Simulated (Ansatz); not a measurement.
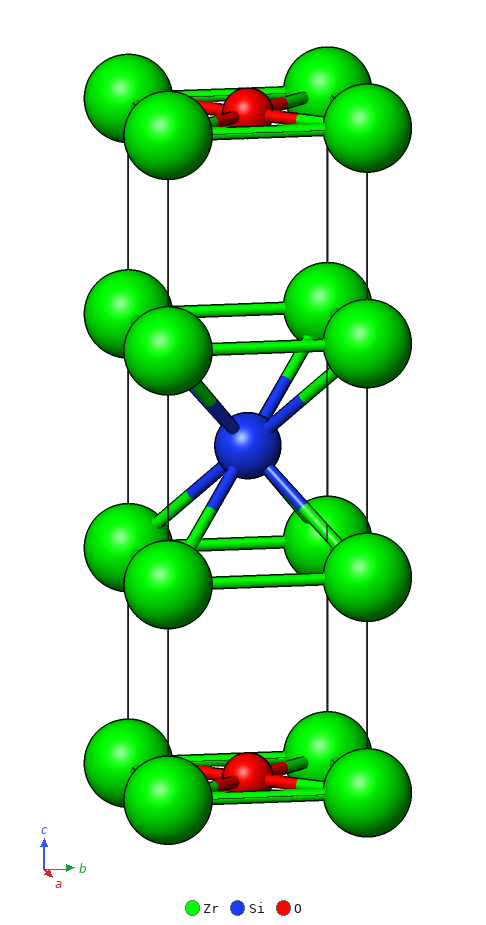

Structure drawing (ball-and-stick), viewed slightly off an axis. The simulation cell is outlined; an atom on or near a face, edge or corner is repeated at each equivalent position.

This input was run:
```yaml
crystal:
  lattice:
    - [3.0584110532, 0.0, 0.0]
    - [0.0, 3.0584110532, 0.0]
    - [0.0, 0.0, 10.1855476718]
  atoms:
    - { symbol: Zr, position: [0.0, 0.0, 0.0] }
    - { symbol: Zr, position: [0.0, 0.0, 0.3241933957] }
    - { symbol: Zr, position: [0.0, 0.0, 0.6758066043] }
    - { symbol: Si, position: [0.5, 0.5, 0.5] }
    - { symbol: O, position: [0.5, 0.5, 0.0] }
basis:
  ecutwfc: 420
kpoints:
  mp_grid: { grid: [12, 12, 4] }
  band_path:
    path:
      - [[0.0, 0.0, 0.0], [0.0, 0.5, 0.0], [0.5, 0.5, 0.0], [0.0, 0.0, 0.0], [0.0, 0.0, 0.5], [0.0, 0.5, 0.5], [0.5, 0.5, 0.5], [0.0, 0.0, 0.5]]
      - [[0.0, 0.5, 0.0], [0.0, 0.5, 0.5]]
      - [[0.5, 0.5, 0.0], [0.5, 0.5, 0.5]]
    npoints: 14
hamiltonian:
  xc: pbe
scf:
  occupations: { method: gaussian, width: 0.1 }
  n_extra_bands: 12
output:
  forces: true
  stress: true
  eigenvalues: true
  populations: true
  dos: { projected: true, de: 0.02, nscf_kmesh: { grid: [15, 15, 5] } }
  bader: true
```
Run as:
```sh
ansatz run input.yaml --threads 1 --pin off --max-ram 2560MiB --backend cpu --events-out ev --progress --plain --runs-dir out
```

The numbers come from DFT PBE, scalar-relativistic, plane waves, PAW (Ansatz 0.2.0), using plane waves up to 420 eV, k-points on a 12×12×4 grid, Gaussian smearing of 0.1 eV, no spin polarisation.

**List the Bader charges.**

Zr +0.59 to +1.41 e; Si -1.15 e; O -1.43 e.

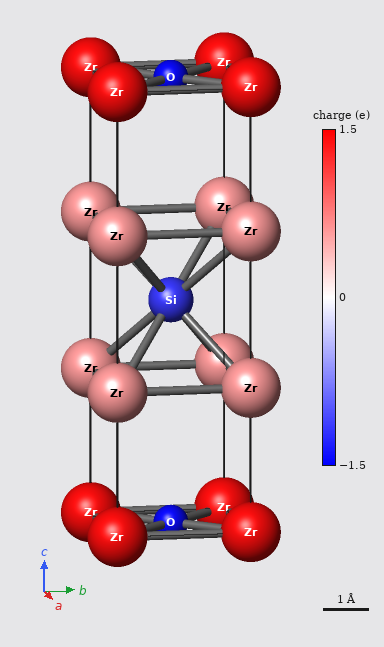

The atoms coloured by those charges.

The model was built from a random cell made by a generator, so it need not be a real form of the compound. Earlier steps of the study may have refined or changed the cell and positions. An electronic-structure calculation with Ansatz was run on it.
